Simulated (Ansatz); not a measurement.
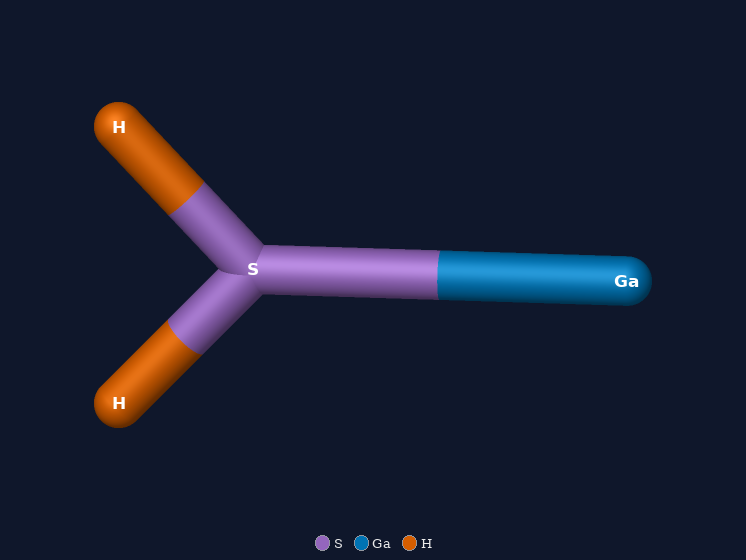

State: neutral, doublet. The computed structure is the end point of a PBE0-D4/def2-TZVP optimisation. No frequency run is at hand to confirm it as a minimum. Level of theory: UKS PBE0-D4/def2-TZVP (Ansatz 0.2.0).

Predict the main results.

The species is GaH2S.
- dipole moment: 1.77 D
- ⟨S²⟩ of the determinant: 0.754
